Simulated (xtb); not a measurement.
**Geometry relaxation, with input and output: C3H12Ge2 (part 4 of 5)**

Continued. System: C3H12Ge2. Method: GFN2-xTB (xtb 6.7.1). 

Geometry of the input (Å):
```
C  2.5253  0.5597  -0.5903
C  1.0783  0.5941  -0.2874
C  0.3025  -0.6467  -0.9121
Ge -1.6061  -0.5757  -0.5459
Ge -2.1553  -0.1294  1.6775
H  2.9568  -0.2583  -0.1338
H  3.0737  1.4810  -0.1281
H  2.7228  0.5498  -1.5931
H  0.8655  0.6392  0.7668
H  0.6267  1.4582  -0.6591
H  0.6758  -1.5669  -0.3827
H  0.5592  -0.6604  -1.9255
H  -2.1804  0.4715  -1.3804
H  -2.2579  -1.9046  -1.0147
H  -1.9869  1.2820  2.2377
H  -3.5949  -0.4179  2.1386
H  -1.3629  -0.9801  2.7107
```

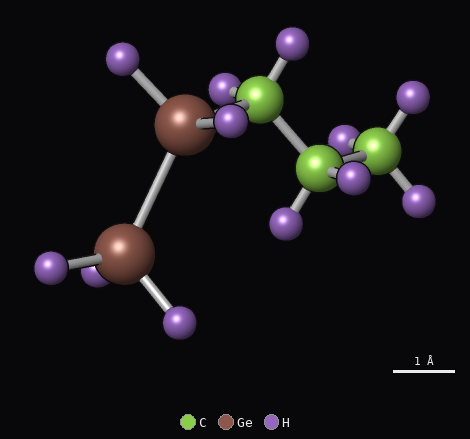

**Figure 1.** The geometry at step 10 of the log (ball-and-stick view, seen at a tilt).

What the program printed, continued:
```
         #    Occupation            Energy/Eh            Energy/eV
      -------------------------------------------------------------
         1        2.0000           -0.6335040             -17.2385
       ...           ...                  ...                  ...
         4        2.0000           -0.5801106             -15.7856
         5        2.0000           -0.5591086             -15.2141
         6        2.0000           -0.5167310             -14.0610
         7        2.0000           -0.4916767             -13.3792
         8        2.0000           -0.4806554             -13.0793
         9        2.0000           -0.4691694             -12.7667
        10        2.0000           -0.4459025             -12.1336
        11        2.0000           -0.4408392             -11.9958
        12        2.0000           -0.4384363             -11.9305
        13        2.0000           -0.4327692             -11.7763
        14        2.0000           -0.4304303             -11.7126
        15        2.0000           -0.4154179             -11.3041
        16        2.0000           -0.3968550             -10.7990 (HOMO)
        17                         -0.1676805              -4.5628 (LUMO)
        18                         -0.1587858              -4.3208
        19                         -0.1200400              -3.2665
        20                         -0.0746294              -2.0308
        21                         -0.0654878              -1.7820
        22                         -0.0582180              -1.5842
        23                          0.0376695               1.0250
        24                          0.0415112               1.1296
        25                          0.0496788               1.3518
        26                          0.1285267               3.4974
        27                          0.1355833               3.6894
       ...                                ...                  ...
        42                          1.5983251              43.4926
      -------------------------------------------------------------
                  HL-Gap            0.2291744 Eh            6.2362 eV
             Fermi-level           -0.2822678 Eh           -7.6809 eV

     #   Z          covCN         q      C6AA      α(0)
     1   6 C        3.752    -0.101    22.493     6.763
     2   6 C        3.822    -0.045    21.371     6.579
     3   6 C        3.711    -0.099    22.527     6.783
     4  32 Ge       3.733     0.109   169.596    23.378
     5  32 Ge       3.768     0.080   170.161    23.414
     6   1 H        0.925     0.034     2.526     2.485
     7   1 H        0.925     0.034     2.525     2.485
     8   1 H        0.925     0.034     2.523     2.484
     9   1 H        0.924     0.033     2.546     2.495
    10   1 H        0.924     0.031     2.579     2.512
    11   1 H        0.924     0.034     2.528     2.486
    12   1 H        0.924     0.034     2.531     2.488
    13   1 H        0.935    -0.040     3.844     3.065
    14   1 H        0.935    -0.037     3.789     3.044
    15   1 H        0.938    -0.034     3.716     3.014
    16   1 H        0.938    -0.030     3.641     2.983
    17   1 H        0.938    -0.037     3.777     3.038

 Mol. C6AA /au·bohr⁶  :       3690.930770
 Mol. C8AA /au·bohr⁸  :     157443.550938
 Mol. α(0) /au        :         99.497250

Wiberg/Mayer (AO) data.
largest (>0.10) Wiberg bond orders for each atom

 ---------------------------------------------------------------------------
     #   Z sym  total        # sym  WBO       # sym  WBO       # sym  WBO
 ---------------------------------------------------------------------------
     1   6 C    3.994 --     2 C    1.016     6 H    0.987     8 H    0.987
                             7 H    0.986
     2   6 C    3.998 --     3 C    1.016     1 C    1.016    10 H    0.975
                             9 H    0.966
     3   6 C    3.992 --     2 C    1.016    12 H    0.965    11 H    0.964
                             4 Ge   0.887
     4  32 Ge   3.510 --     3 C    0.887    13 H    0.845    14 H    0.843
                             5 Ge   0.688
     5  32 Ge   3.462 --    16 H    0.861    17 H    0.859    15 H    0.859
                             4 Ge   0.688
     6   1 H    0.999 --     1 C    0.987
     7   1 H    0.998 --     1 C    0.986
     8   1 H    0.998 --     1 C    0.987
     9   1 H    0.999 --     2 C    0.966
    10   1 H    0.999 --     2 C    0.975
    11   1 H    0.999 --     3 C    0.964
    12   1 H    0.998 --     3 C    0.965
    13   1 H    0.998 --     4 Ge   0.845
    14   1 H    0.996 --     4 Ge   0.843
    15   1 H    0.999 --     5 Ge   0.859
    16   1 H    0.998 --     5 Ge   0.861
    17   1 H    0.999 --     5 Ge   0.859
 ---------------------------------------------------------------------------

Topologies differ in total number of bonds
Writing topology from bond orders to xtbtopo.mol

molecular dipole:
                 x           y           z       tot (Debye)
 q only:        0.187       0.012      -0.089
   full:        0.454      -0.017      -0.227       1.292
molecular quadrupole (traceless):
                xx          xy          yy          xz          yz          zz
 q only:        0.205       0.081       0.536       0.298      -0.016      -0.741
  q+dip:       -0.594      -0.436       2.904       1.157      -1.151      -2.310
   full:       -0.384      -0.396       2.094       0.628      -0.628      -1.710

           -------------------------------------------------
          |                Geometry Summary                 |
           -------------------------------------------------

      molecular mass/u    :      193.3825970
   center of mass at/Å    :       -1.1690552      -0.2424783       0.3388630
  moments of inertia/u·Å² :        0.1906152E+03   0.5276357E+03   0.6867862E+03
rotational constants/cm⁻¹ :        0.8843805E-01   0.3194938E-01   0.2454568E-01

 * 16 selected distances

     #   Z          #   Z                                           value/Å
     1   6 C        2   6 C                                       1.5229983
     2   6 C        3   6 C                                       1.5240313
     3   6 C        4  32 Ge                                      1.9819639
     4  32 Ge       5  32 Ge                                      2.3811912 (max)
     1   6 C        6   1 H                                       1.0882911
     1   6 C        7   1 H                                       1.0877933 (min)
     1   6 C        8   1 H                                       1.0882383
     2   6 C        9   1 H                                       1.0963935
     2   6 C       10   1 H                                       1.0941469
     3   6 C       11   1 H                                       1.0922260
     3   6 C       12   1 H                                       1.0912599
     4  32 Ge      13   1 H                                       1.5107900
     4  32 Ge      14   1 H                                       1.5114456
     5  32 Ge      15   1 H                                       1.5002728
     5  32 Ge      16   1 H                                       1.4980313
     5  32 Ge      17   1 H                                       1.5013047

 * 5 distinct bonds (by element types)

   Z      Z             #   av. dist./Å        max./Å        min./Å
   1 H    6 C           7     1.0911927     1.0963935     1.0877933
   6 C    6 C           2     1.5235148     1.5240313     1.5229983
   1 H   32 Ge          5     1.5043689     1.5114456     1.4980313
   6 C   32 Ge          1     1.9819639     1.9819639     1.9819639
  32 Ge  32 Ge          1     2.3811912     2.3811912     2.3811912

optimized geometry written to: xtbopt.xyz

           -------------------------------------------------
          | TOTAL ENERGY              -16.386774888116 Eh   |
          | GRADIENT NORM               0.000212468975 Eh/α |
          | HOMO-LUMO GAP               6.236153420436 eV   |
           -------------------------------------------------

------------------------------------------------------------------------
------------------------------------------------------------------------
 total:
 *  cpu-time:     0 d,  0 h,  0 min,  0.493 sec
 * ratio c/w:     0.722 speedup
 SCF:
 *  cpu-time:     0 d,  0 h,  0 min,  0.028 sec
 * ratio c/w:     0.490 speedup
 ANC optimizer:
 *  cpu-time:     0 d,  0 h,  0 min,  0.440 sec
 * ratio c/w:     0.734 speedup
```

File xtbopt.xyz:
```
17
 energy: -16.386774888116 gnorm: 0.000212468975 xtb: 6.7.1
C            2.51971432303739        0.57309843873325       -0.49943659627962
C            1.01041909549643        0.59815026785251       -0.29714012762203
C            0.33320263884822       -0.64122366860110       -0.86985385367324
Ge          -1.62310331310872       -0.58919319458156       -0.55626161828591
Ge          -2.13042961826921       -0.14548929118659        1.72755474035046
H            2.95584437299836       -0.29435566775348       -0.00781560483122
H            2.97745615455940        1.46905629816198       -0.08588386081928
H            2.76071909468495        0.52146738084682       -1.55939566086281
H            0.79065708326173        0.66527859980108        0.77490323171582
H            0.59504258109363        1.49106071170100       -0.77393191460563
H            0.74888736358891       -1.53541582872716       -0.40019013798575
H            0.53828950347786       -0.71757003724561       -1.93894627264826
H           -2.23792472258776        0.46734249095345       -1.44407513162371
H           -2.26007262932874       -1.87415702877786       -1.03334174260232
H           -1.99096505219518        1.29980398512663        2.10503993660763
H           -3.51677614770242       -0.51977764484975        2.15422670879714
H           -1.22873072785444       -0.87241581145382        2.68276790436887
```

Standard error:
```
normal termination of xtb
```

Trajectory as extended XYZ (Å, eV, eV/Å), 12 of the 19 frames kept, from step=0 to step=18:
```
17
Properties=species:S:1:pos:R:3 step=0 energy=-445.33220
C     2.5253    0.5597   -0.5903
C     1.0783    0.5941   -0.2874
C     0.3025   -0.6467   -0.9121
Ge   -1.6061   -0.5757   -0.5459
Ge   -2.1553   -0.1294    1.6775
H     2.9568   -0.2583   -0.1338
H     3.0737    1.4810   -0.1281
H     2.7228    0.5498   -1.5931
H     0.8655    0.6392    0.7668
H     0.6267    1.4582   -0.6591
H     0.6758   -1.5669   -0.3827
H     0.5592   -0.6604   -1.9255
H    -2.1804    0.4715   -1.3804
H    -2.2579   -1.9046   -1.0147
H    -1.9869    1.2820    2.2377
H    -3.5949   -0.4179    2.1386
H    -1.3629   -0.9801    2.7107
17
Properties=species:S:1:pos:R:3 step=2 energy=-445.88738
C     2.5360    0.5703   -0.5558
C     1.0401    0.5917   -0.2744
C     0.3360   -0.6316   -0.8527
Ge   -1.6179   -0.5639   -0.5260
Ge   -2.1618   -0.1467    1.7248
H     2.9989   -0.3147   -0.1085
H     3.0168    1.4454   -0.1444
H     2.7244    0.5646   -1.6338
H     0.8725    0.6130    0.8106
H     0.5917    1.4991   -0.7039
H     0.7429   -1.5344   -0.4003
H     0.5367   -0.7011   -1.9288
H    -2.2308    0.4760   -1.4368
H    -2.2416   -1.8444   -1.0258
H    -1.9513    1.2584    2.2035
H    -3.5729   -0.4372    2.1183
H    -1.3773   -0.9488    2.7124
17
Properties=species:S:1:pos:R:3 step=3 energy=-445.90396
C     2.5362    0.5725   -0.5536
C     1.0405    0.5891   -0.2743
C     0.3354   -0.6324   -0.8535
Ge   -1.6191   -0.5683   -0.5350
Ge   -2.1652   -0.1492    1.7475
H     2.9957   -0.3109   -0.1105
H     3.0170    1.4530   -0.1362
H     2.7233    0.5600   -1.6273
H     0.8724    0.6187    0.8086
H     0.5975    1.4953   -0.7022
H     0.7465   -1.5358   -0.3997
H     0.5324   -0.6991   -1.9269
H    -2.2313    0.4889   -1.4226
H    -2.2538   -1.8526   -1.0134
H    -1.9436    1.2753    2.1735
H    -3.5921   -0.4412    2.0999
H    -1.3493   -0.9677    2.7041
17
Properties=species:S:1:pos:R:3 step=5 energy=-445.90535
C     2.5328    0.5743   -0.5463
C     1.0332    0.5885   -0.2765
C     0.3373   -0.6363   -0.8563
Ge   -1.6180   -0.5745   -0.5356
Ge   -2.1592   -0.1522    1.7424
H     2.9914   -0.3083   -0.1053
H     3.0084    1.4573   -0.1242
H     2.7250    0.5577   -1.6171
H     0.8594    0.6249    0.8046
H     0.5974    1.4940   -0.7092
H     0.7494   -1.5409   -0.4032
H     0.5306   -0.7002   -1.9283
H    -2.2230    0.4911   -1.4197
H    -2.2579   -1.8526   -1.0288
H    -1.9397    1.2714    2.1603
H    -3.5822   -0.4410    2.1100
H    -1.3427   -0.9576    2.7112
17
Properties=species:S:1:pos:R:3 step=7 energy=-445.90576
C     2.5298    0.5754   -0.5356
C     1.0276    0.5887   -0.2811
C     0.3378   -0.6409   -0.8601
Ge   -1.6180   -0.5784   -0.5414
Ge   -2.1524   -0.1530    1.7412
H     2.9857   -0.3061   -0.0896
H     2.9991    1.4587   -0.1094
H     2.7325    0.5603   -1.6046
H     0.8425    0.6296    0.7984
H     0.5945    1.4903   -0.7242
H     0.7524   -1.5424   -0.4044
H     0.5323   -0.7063   -1.9317
H    -2.2233    0.4931   -1.4183
H    -2.2619   -1.8535   -1.0342
H    -1.9381    1.2756    2.1462
H    -3.5725   -0.4471    2.1178
H    -1.3260   -0.9486    2.7089
17
Properties=species:S:1:pos:R:3 step=8 energy=-445.90600
C     2.5271    0.5756   -0.5270
C     1.0234    0.5894   -0.2853
C     0.3365   -0.6432   -0.8631
Ge   -1.6190   -0.5820   -0.5435
Ge   -2.1456   -0.1503    1.7390
H     2.9794   -0.3049   -0.0746
H     2.9924    1.4603   -0.0971
H     2.7398    0.5607   -1.5944
H     0.8290    0.6354    0.7926
H     0.5924    1.4880   -0.7369
H     0.7514   -1.5430   -0.4044
H     0.5338   -0.7110   -1.9343
H    -2.2224    0.4894   -1.4212
H    -2.2649   -1.8554   -1.0383
H    -1.9389    1.2801    2.1409
H    -3.5626   -0.4543    2.1213
H    -1.3096   -0.9394    2.7044
17
Properties=species:S:1:pos:R:3 step=10 energy=-445.90641
C     2.5214    0.5753   -0.5102
C     1.0145    0.5924   -0.2922
C     0.3351   -0.6444   -0.8672
Ge   -1.6207   -0.5843   -0.5524
Ge   -2.1355   -0.1478    1.7308
H     2.9641   -0.3040   -0.0460
H     2.9822    1.4606   -0.0773
H     2.7523    0.5535   -1.5738
H     0.8054    0.6507    0.7825
H     0.5910    1.4877   -0.7577
H     0.7494   -1.5415   -0.4015
H     0.5383   -0.7178   -1.9371
H    -2.2269    0.4817   -1.4349
H    -2.2667   -1.8620   -1.0367
H    -1.9448    1.2861    2.1275
H    -3.5412   -0.4709    2.1343
H    -1.2756   -0.9197    2.6900
17
Properties=species:S:1:pos:R:3 step=11 energy=-445.90654
C     2.5192    0.5740   -0.5021
C     1.0108    0.5954   -0.2943
C     0.3327   -0.6425   -0.8681
Ge   -1.6239   -0.5852   -0.5571
Ge   -2.1289   -0.1467    1.7282
H     2.9562   -0.3043   -0.0311
H     2.9786    1.4606   -0.0707
H     2.7574    0.5452   -1.5635
H     0.7950    0.6591    0.7786
H     0.5924    1.4896   -0.7660
H     0.7463   -1.5375   -0.3977
H     0.5397   -0.7192   -1.9367
H    -2.2329    0.4748   -1.4449
H    -2.2643   -1.8672   -1.0382
H    -1.9502    1.2913    2.1186
H    -3.5294   -0.4824    2.1408
H    -1.2562   -0.9092    2.6824
17
Properties=species:S:1:pos:R:3 step=13 energy=-445.90666
C     2.5181    0.5727   -0.4956
C     1.0083    0.5987   -0.2958
C     0.3318   -0.6408   -0.8694
Ge   -1.6251   -0.5876   -0.5608
Ge   -2.1274   -0.1457    1.7240
H     2.9510   -0.3028   -0.0156
H     2.9775    1.4615   -0.0689
H     2.7608    0.5355   -1.5559
H     0.7869    0.6654    0.7759
H     0.5945    1.4918   -0.7733
H     0.7447   -1.5347   -0.3964
H     0.5413   -0.7194   -1.9374
H    -2.2396    0.4693   -1.4483
H    -2.2613   -1.8728   -1.0381
H    -1.9602    1.2943    2.1098
H    -3.5204   -0.4940    2.1508
H    -1.2386   -0.8957    2.6733
17
Properties=species:S:1:pos:R:3 step=15 energy=-445.90677
C     2.5184    0.5724   -0.4966
C     1.0090    0.5983   -0.2958
C     0.3320   -0.6405   -0.8701
Ge   -1.6245   -0.5884   -0.5590
Ge   -2.1276   -0.1466    1.7261
H     2.9529   -0.2990   -0.0107
H     2.9771    1.4649   -0.0761
H     2.7597    0.5290   -1.5571
H     0.7880    0.6648    0.7759
H     0.5952    1.4913   -0.7730
H     0.7465   -1.5351   -0.3998
H     0.5395   -0.7167   -1.9387
H    -2.2390    0.4686   -1.4462
H    -2.2605   -1.8733   -1.0373
H    -1.9715    1.2962    2.1055
H    -3.5184   -0.5044    2.1515
H    -1.2346   -0.8859    2.6797
17
Properties=species:S:1:pos:R:3 step=16 energy=-445.90681
C     2.5190    0.5726   -0.4977
C     1.0096    0.5979   -0.2962
C     0.3324   -0.6408   -0.8704
Ge   -1.6238   -0.5888   -0.5574
Ge   -2.1288   -0.1462    1.7268
H     2.9543   -0.2969   -0.0091
H     2.9771    1.4668   -0.0804
H     2.7599    0.5257   -1.5580
H     0.7889    0.6643    0.7756
H     0.5951    1.4911   -0.7729
H     0.7480   -1.5354   -0.4012
H     0.5387   -0.7161   -1.9394
H    -2.2384    0.4685   -1.4443
H    -2.2602   -1.8735   -1.0356
H    -1.9788    1.2978    2.1046
H    -3.5182   -0.5105    2.1525
H    -1.2328   -0.8809    2.6813
17
Properties=species:S:1:pos:R:3 step=18 energy=-445.90686
C     2.5197    0.5731   -0.4994
C     1.0104    0.5981   -0.2971
C     0.3332   -0.6412   -0.8699
Ge   -1.6231   -0.5892   -0.5563
Ge   -2.1304   -0.1455    1.7275
H     2.9558   -0.2944   -0.0078
H     2.9775    1.4691   -0.0859
H     2.7607    0.5215   -1.5594
H     0.7907    0.6653    0.7749
H     0.5950    1.4911   -0.7739
H     0.7489   -1.5354   -0.4002
H     0.5383   -0.7176   -1.9389
H    -2.2379    0.4673   -1.4441
H    -2.2601   -1.8742   -1.0333
H    -1.9910    1.2998    2.1050
H    -3.5168   -0.5198    2.1542
H    -1.2287   -0.8724    2.6828
```
